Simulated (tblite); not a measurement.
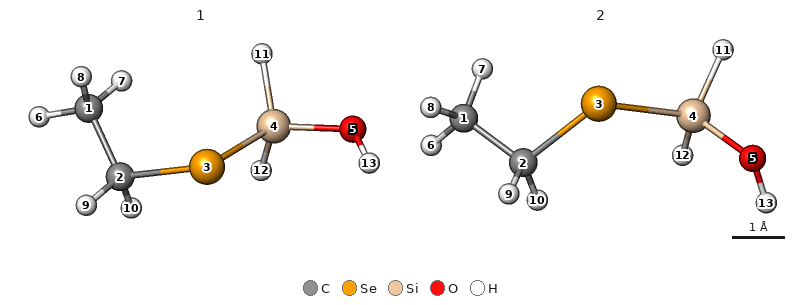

Two geometries of C2H8OSeSi, drawn at one scale. One is the start of a relaxation, the other its converged end. A ball-and-stick model, seen at a tilt.

Theory: tblite 0.8.0, GFN2-xTB geometry optimisation, gas phase. 

### Which of the two is the end point?

Structure 1 is the relaxed one. Se3 moves most after the best rigid fit: 1.31 Å. By element the largest moves are Se 1.31 Å, H 1.20 Å, O 0.74 Å, C 0.53 Å, Si 0.44 Å. Near-neighbour distances that change, for instance: Si4–O5 1.719 → 1.615 Å, C2–H9 1.129 → 1.091 Å, C1–H8 1.125 → 1.088 Å, C2–Se3 1.942 → 1.975 Å. Bond angles that change, for instance: C2–Se3–Si4 113.7° → 98.4°, Si4–O5–H13 113.9° → 122.4°, Se3–Si4–H12 114.1° → 106.8°. Groups turn about Si4–O5 by about 85°, Se3–Si4 by about 60°, C2–Se3 by about 45°. After 145 geometry steps the energy has fallen by 66.8 kJ/mol.
